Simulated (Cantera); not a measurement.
Feed: 1 mol Al, 12 mol HCl, 9.4 mol N₂, equilibrated at 1.10 Pa.

Equilibrium computed with Cantera from the NASA thermochemical tables; the gas is ideal and each condensed phase is pure. Candidate condensed phases: Al, AlCl₃, AlN, NH₄Cl; 20 gas species. The tables' values for AlCl₂ are old estimates; treat these amounts as uncertain. Rates play no part.

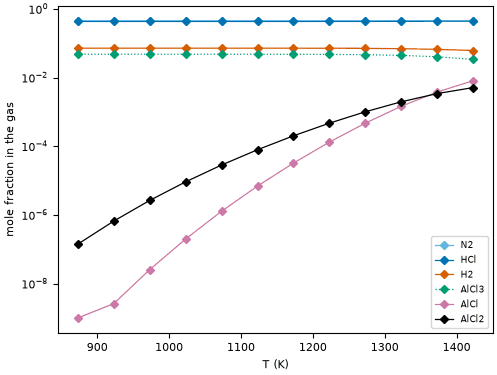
Figure. Equilibrium gas composition (values under 1e-9 drawn at 1e-9)

Task: Read off the mole fractions at 973 K.

Result: N₂ about 0.45, HCl about 0.43, H₂ about 0.072, AlCl₃ about 0.048, AlCl₂ about 2.6e-6, AlCl about 2.6e-8.
